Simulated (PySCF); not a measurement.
# triplet SeO2: levels of theory compared

We compute a comparison of 6 runs (UB3LYP/6-31G*, U-wB97M-V/def2-TZVPP, U-wB97X/def2-TZVPP, UB2PLYP/def2-TZVPP, UB3LYP/def2-TZVPP, USCS-MP2/def2-TZVPP) of triplet SeO2. 

Program for the calculation: PySCF 2.14.0.

1 further run of the same task is left out (set aside as unsound or not needed).

## 1. The molecule

SeO2: 3 atoms, total charge 0, spin state triplet. As SMILES of the parent species, `O=[Se]=O`. The shape is that of a PBE0-D4/def2-TZVP optimisation. That shape belongs to the parent species and isn't relaxed for this state.

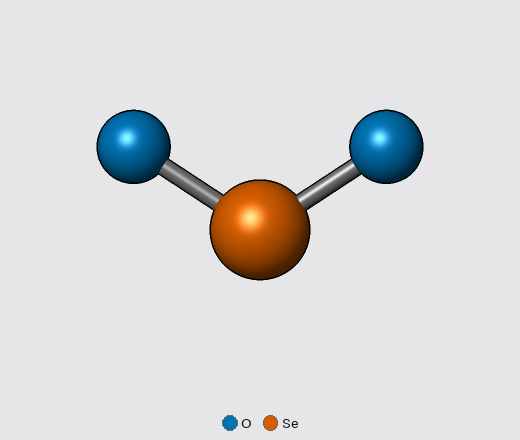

The structure, seen from a chosen angle (oxygen blue, selenium orange).

## 2. The energy at UB3LYP/6-31G(d) (spherical functions) (run 1)

Contents of job.py:

```python
from pyscf import gto, dft

molecule = gto.Mole()
molecule.atom = [
    ('O', (0.450000, -1.291360, 0.094840)),
    ('Se', (-0.515880, -0.067700, -0.261270)),
    ('O', (0.065880, 1.359070, 0.166440)),
]
molecule.max_memory = 1860
molecule.spin = 2
molecule.verbose = 3
molecule.basis = '6-31g*'
molecule.build()

ks = dft.UKS(molecule)
ks.xc = 'b3lyp'
ks.conv_tol = 1e-10
ks.grids.level = 5
ks.kernel()
if not ks.converged:
    ks = ks.newton().run(ks.mo_coeff, ks.mo_occ)

energy = ks.e_tot
print(f'total energy: {energy:.8f} hartree')
```

Started as:

```
$ OMP_NUM_THREADS=1 python job.py
```

The log of the run:

```text
WARN: HOMO -0.189980981510038 >= LUMO -0.363251289315992

WARN: HOMO -0.134058165815602 >= LUMO -0.138331063979603

WARN: HOMO -0.222262724070224 >= LUMO -0.240527303969916

WARN: HOMO -0.224643752104164 >= LUMO -0.233242587117308

WARN: HOMO -0.223925919769256 >= LUMO -0.231814394089215

WARN: HOMO -0.223603661619464 >= LUMO -0.230552834308211

WARN: HOMO -0.223888932735202 >= LUMO -0.230777003234512

WARN: HOMO -0.223942262813911 >= LUMO -0.23081423085726

WARN: HOMO -0.223909547408274 >= LUMO -0.230767763418321

WARN: HOMO -0.223889138618312 >= LUMO -0.230756124593182

WARN: HOMO -0.223896364513595 >= LUMO -0.230763895036503

WARN: HOMO -0.223894803529235 >= LUMO -0.230762426676551

WARN: HOMO -0.223895045159945 >= LUMO -0.230762688925796

converged SCF energy = -2551.55524277293  <S^2> = 2.0168373  2S+1 = 3.011204
total energy: -2551.55524277 hartree
```

Wall time 13 s (1 thread of Arm Neoverse V1, shared host); peak memory 0.33 GiB.

## 3. The energy at U-wB97M-V/def2-TZVPP (run 2)

Contents of calc.py:

```python
from pyscf import gto, dft

mol = gto.M(
    atom='''
O      0.850377    -2.440317     0.179222
Se    -0.974872    -0.127934    -0.493729
O      0.124495     2.568270     0.314526
''',
    charge=0,
    basis='def2-tzvpp',
    verbose=3,
    max_memory=1860,
    unit='bohr',
    spin=2,
)

mf = dft.UKS(mol, xc='wb97m-v')
mf.conv_tol = 1e-10
mf.nlcgrids.level = 1
mf.grids.level = 5
mf.kernel()
if not mf.converged:
    mf = mf.newton().run(mf.mo_coeff, mf.mo_occ)

e_tot = mf.e_tot
print('Final energy', e_tot)
```

Started as:

```
$ OMP_NUM_THREADS=1 python calc.py
```

The log of the run:

```text
WARN: HOMO -0.17402337952101 >= LUMO -0.360987892433208

converged SCF energy = -2551.73722625411  <S^2> = 2.0233534  2S+1 = 3.0155287
Final energy -2551.73722625411
```

Run time: 1.8 min. Hardware: 1 thread of Arm Neoverse V1, shared host; peak memory 0.63 GiB.

Runs 3 to 5 aren't shown in full; the table further down has their settings and results.

## 4. A single-point energy at USCS-MP2/def2-TZVPP (run 6)

Contents of calc.py:

```python
from pyscf import gto, scf, mp

mol = gto.M(
    atom='''
O    0.450000  -1.291360   0.094840
Se  -0.515880  -0.067700  -0.261270
O    0.065880   1.359070   0.166440
''',
    basis='def2-tzvpp',
    spin=2,
    verbose=3,
    max_memory=1860,
)

mf = scf.UHF(mol)
mf.conv_tol = 1e-10
mf.kernel()
if not mf.converged:
    mf = mf.newton().run(mf.mo_coeff, mf.mo_occ)

pt = mp.MP2(mf, frozen=11).run()
energy = mf.e_tot + 1.2 * pt.e_corr_os + pt.e_corr_ss / 3
print('E(%s) = %.9f' % ('SCS-MP2', energy))
```

Started as:

```
$ OMP_NUM_THREADS=1 python calc.py
```

The log of the run:

```text
WARN: HOMO -0.144968184608949 >= LUMO -0.360172059812093

converged SCF energy = -2549.4735074518  <S^2> = 2.1376401  2S+1 = 3.0903981
E(UMP2) = -2550.18550612823  E_corr = -0.71199867642201
E(SCS-UMP2) = -2550.14653399626  E_corr = -0.673026544457497
E(SCS-MP2) = -2550.146533996
```

It took 8.7 s on 1 thread of Arm Neoverse V1, shared host; peak memory 0.34 GiB.

## 5. All runs side by side

| run | level | nlc grid | frozen core orbitals | energy (Eh) | dipole moment (D) of the reference | HOMO energy (eV) | ⟨S²⟩ | wall time |
| --- | --- | --- | --- | --- | --- | --- | --- | --- |
| 1 | UB3LYP/6-31G* (spherical functions) | – | – | -2551.555243 | 1.91 | -6.09 | 2.017 | 13 s |
| 2 | U-wB97M-V/def2-TZVPP | 1 | – | -2551.737226 | 2.07 | -8.85 | 2.023 | 1.8 min |
| 3 | U-wB97X/def2-TZVPP | – | – | -2551.902529 | 2.09 | -9.08 | 2.028 | 52 s |
| 4 | UB2PLYP/def2-TZVPP | – | 11 | -2551.447538 | 2.11 | -8.13 | 2.054 | 37 s |
| 5 | UB3LYP/def2-TZVPP | – | – | -2551.948811 | 1.98 | -6.42 | 2.019 | 31 s |
| 6 | USCS-MP2/def2-TZVPP | – | 11 | -2550.146534 | 2.16 | -10.57 | 2.138 | 8.7 s |

## 6. Outcome

| quantity | value |
| --- | --- |
| run 6: total energy | -2550.14653 Eh |
| run 6: dipole moment (Hartree–Fock density) | 2.16 D |
| run 6: HOMO energy (Hartree–Fock orbitals) (highest over α and β) | -10.57 eV |
| run 6: LUMO energy (Hartree–Fock orbitals) (lowest over α and β) | -1.56 eV |
| run 6: correlation energy (11 core orbitals frozen) | -673.0 mEh |
| run 6: ⟨S²⟩ of the reference determinant | 2.138 |

**Reading.** Over runs 1, 2, 3, 4, 5 the dipole moment (its size) runs from 1.91 D (UB3LYP/6-31G*) to 2.11 D (UB2PLYP/def2-TZVPP). The two ends differ in method and basis. A double hybrid's value is that of its SCF part. Totals of different functionals can't be ranked against each other. Spin contamination of the reference: run 6 ⟨S²⟩ = 2.14. All runs together took 4.2 min, the longest 1.8 min.
